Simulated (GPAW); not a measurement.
## Convergence study of the k-point mesh at a smearing width of 0.02 eV for Al (Fm-3m, 1 atom in the cell)

```yaml
crystal:
  lattice:
    - [0.00000, 2.03107, 2.03107]
    - [2.03107, 0.00000, 2.03107]
    - [2.03107, 2.03107, 0.00000]
  atoms:
    - { symbol: Al, position: [0.00000, 0.00000, 0.00000] }
```

Computed with PBEsol, GPAW PAW datasets PBEsol (made by gpaw-setup) (plane waves; GPAW).

Base settings: mode = pw; ecut = 600 eV; xc = PBEsol; kpts = 14 14 14; mesh shift (steps) = 0 0 0; occupations.name = methfessel-paxton; occupations.width = 0.1 eV; occupations.order = 0; nbands = -5; convergence.forces = 0.001 eV/Å.

In this ladder: occupations.width = 0.02 eV.

Only quantities that move along the ladder and can be compared are tabulated.

The count of work is k-points × plane waves × bands × iterations; it is no time. 

The starting cell has typed, rounded lattice constants, without a prior relaxation at this level. Its lattice was rescaled by up to half a per cent.

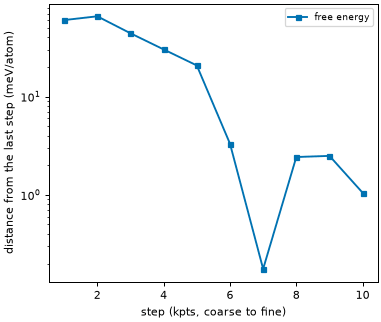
Distance from the last step along the ladder; very small values are drawn at a floor.

| kpts | free energy less the last step's (meV/atom) | pressure (GPa) | count of work / last |
|---|---|---|---|
| 5 5 5 | 60.13 | -0.73 | 0.010 |
| 6 6 6 | -65.69 | -2.02 | 0.016 |
| 7 7 7 | -44.14 | -3.31 | 0.020 |
| 9 9 9 | 30.24 | -2.21 | 0.047 |
| 10 10 10 | 20.77 | -2.79 | 0.048 |
| 13 13 13 | 3.32 | -2.51 | 0.087 |
| 15 15 15 | -0.18 | -2.70 | 0.15 |
| 18 18 18 | 2.43 | -2.38 | 0.20 |
| 22 22 22 | -2.49 | -2.46 | 0.37 |
| 27 27 27 | -1.05 | -2.59 | 0.64 |
| 33 33 33 | 0.00 | -2.55 | 1.0 |

Coarsest kpts that holds the pressure within 1 GPa of the last step, with all finer ones: 6 6 6, at 0.016 of the last step's count of work; the step before is off by 1.8 GPa.

Coarsest kpts that holds the free energy within 5 meV/atom of the last step, with all finer ones: 13 13 13, at 0.087 of the last step's count of work; the step before is off by 21 meV/atom.
